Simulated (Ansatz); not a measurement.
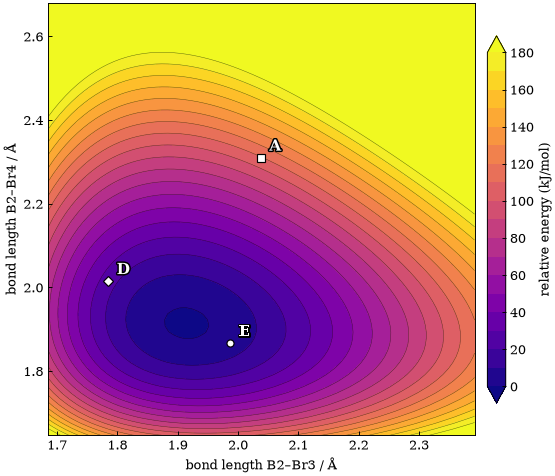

BBr2F, SMILES FB(Br)Br. First axis: bond length B2–Br3. Second axis: bond length B2–Br4. Nothing is relaxed (all other coordinates rigid). The scan uses a 15 × 15 grid. Points are written as (first, second). Energies are in kJ/mol, from the lowest grid point. All numbers below come from RHF/def2-TZVP in Ansatz.

Drawn: filled contours, one colour for all values above the top of the scale, lettered points. Between grid points the surface is interpolated.

### Is E the lowest point of the computed grid?

No. E lies 5 kJ/mol above the lowest grid point, which is at (1.886 Å, 1.941 Å).

### What kind of point is each of A, D: minimum, saddle, maximum or slope?

A: on a slope; D: on a slope. (In these two coordinates alone; a stationary point may lie a little off the grid point.)
